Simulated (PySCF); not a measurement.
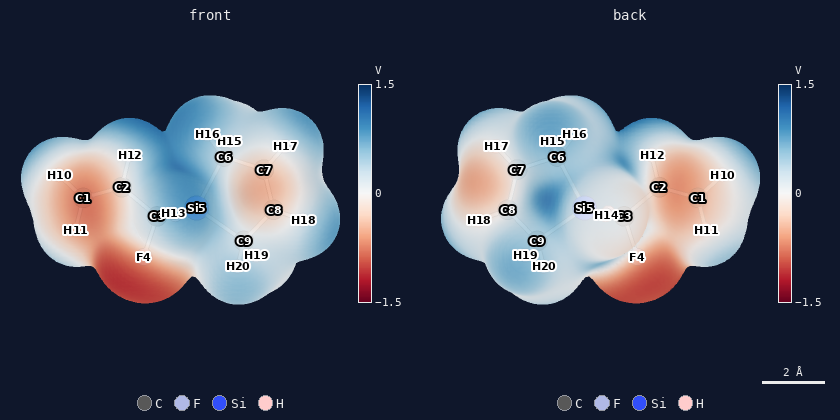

The picture shows: C$_{7}$H$_{11}$FSi. The molecular electrostatic potential painted on the density surface at 0.002 e/bohr³, seen from the front and from behind; the colour scale runs from red (negative) to blue (positive).

Geometry: PBE0-D3(BJ)/def2-SVP.

Level of theory: PySCF 2.14.0, PBE0/pcSseg-1, SCF density, gas phase, non-relativistic.

Input file:

```
{"job": {"kind": "nmr", "xc": "PBE0", "basis": "pcSseg-1"}, "charge": 0, "multiplicity": 1}
C      3.519787     0.053129     0.073882
C      2.279368    -0.284943     0.428469
C      1.113939     0.637543     0.407197
F      1.511877     1.946468     0.166392
Si    -0.161199     0.183845    -0.948961
C     -1.003743    -1.474063    -0.566292
C     -2.316945    -1.016942     0.017816
C     -2.658923     0.278051    -0.071375
C     -1.718818     1.241851    -0.748793
H      4.332601    -0.675973     0.095808
H      3.753185     1.074283    -0.237085
H      2.052986    -1.310495     0.744792
H      0.598440     0.612645     1.387418
H      0.527416     0.277880    -2.269267
H     -1.160534    -2.080633    -1.476581
H     -0.438880    -2.117717     0.129075
H     -2.985774    -1.742805     0.493839
H     -3.614060     0.635250     0.329953
H     -2.123808     1.592069    -1.714866
H     -1.538516     2.148738    -0.147271
```

Run with:

```sh
OMP_NUM_THREADS=1 python probes_run.py task.json out
```

> Describe the electrostatic potential map.

The most negative region (about −1.1 V, or −25 kcal/mol for a unit charge) lies over F4, the most positive (about +1.0 V, or +23 kcal/mol for a unit charge) over C2, C3, Si5 and H12.
